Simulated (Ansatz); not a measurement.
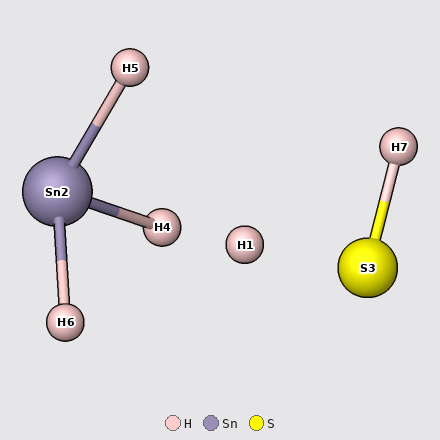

The system is the reacting system H₅SSn (fragments H₃Sn + H₂S where the first distance is long, H₂S + H₃Sn where the second is long), spin multiplicity 2; the picture shows the reference structure. 
- Coordinates scanned: (1) distance H1–S3 (bond that forms); (2) distance H1–Sn2 (bond that breaks).
- Relaxed at each point: all other coordinates.
- Grid: 9 × 9 points.
- Points are written as (first, second).
- Energies are in kJ/mol, from a guessed transition structure relaxed with its forming and breaking bonds held.
- Energies and slopes of some neighbouring points disagree (a jump in structure or state, or too coarse a mesh).
- Theory: UKS PBE0-D4/def2-SVP in Ansatz.

Its coordinates:

```
atom    x (Å)    y (Å)    z (Å)
   H  -0.3308  -0.8119  -0.5265
  Sn  -0.5440   0.1722   1.4845
   S   1.0745  -0.3447  -1.5387
   H  -1.1130  -0.9801   0.1932
   H  -0.5005   1.6880   0.6507
   H   1.0564  -0.3797   1.8335
   H   0.3574   0.6562  -2.0967
```

Range: distance H1–S3 (bond that forms) from 1.224 to 2.724 Å; distance H1–Sn2 (bond that breaks) from 1.530 to 2.730 Å.

Question: Predict the map.

Answer: The lowest grid point is at (1.335 Å, 2.730 Å), −103 kJ/mol from a guessed transition structure relaxed with its forming and breaking bonds held. It lies in a valley that leaves the map towards separated partners. Other grid points that lie below all their neighbours: (1.489 Å, 1.882 Å) (33 kJ/mol higher). The energy also falls towards the edge at (2.724 Å, 2.368 Å) (21 kJ/mol above the lowest), where a further well may lie outside the range. The highest grid point, (1.224 Å, 1.530 Å), lies 269 kJ/mol above the lowest.

```
second ↓, first →  1.224  1.335  1.489  1.664  1.855  2.058  2.271  2.493  2.724
            2.730    −76   −103    −86    −35     19    −60    −71    −77    −79
            2.546    −69    −97    −83    −35     14    −63    −74    −80    −81
            2.368    −58    −88    −76    −32      9    −62    −75    −80    −82
            2.197    −42    −73    −64    −24     10    −57    −71    −77    −79
            2.035    −17    −51    −45     −9     20    −45    −61    −68    −71
            1.882      0    −48    −70    −66     40    −24    −42    −51    −55
            1.742     44    −11    −45    −55     41      9    −11    −22    −26
            1.619    105     41     −6    −27     98     52     34     21     15
            1.530    167     95     39      9    156     99     82     68     61
```

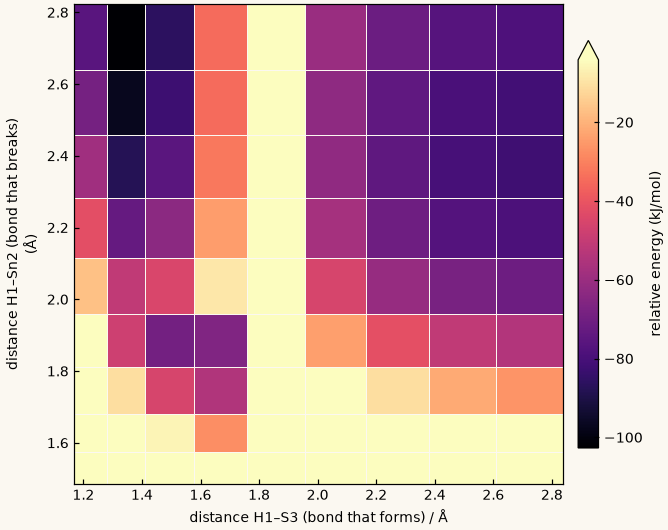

In the figure: one coloured cell a grid point, one colour for all values above the top of the scale.

Time for the 81 points that were run: 33 min on 1 thread of Arm Neoverse V2, on a shared host.
